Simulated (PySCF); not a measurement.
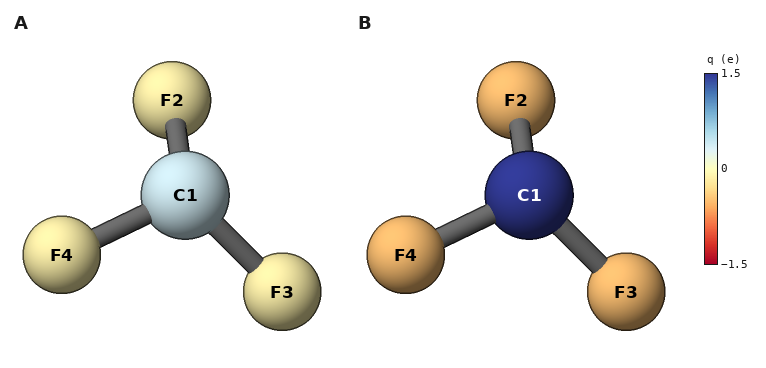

Atomic charges of one calculation by 2 schemes, on one colour scale. Charge 0, doublet. The computed structure is the end point of a PBE0/def2-TZVP optimisation. Computed with PBE0/def2-TZVP (PySCF 2.14.0).

> The schemes are Mulliken, atomic polar tensor. Which panel shows which?

A Mulliken, B atomic polar tensor.

List the charges (e), one line for each set of equivalent atoms.

| atom | Mulliken | atomic polar tensor |
| --- | --- | --- |
| C1 | 0.39 | 1.47 |
| F2, F3, F4 | −0.13 | −0.49 |
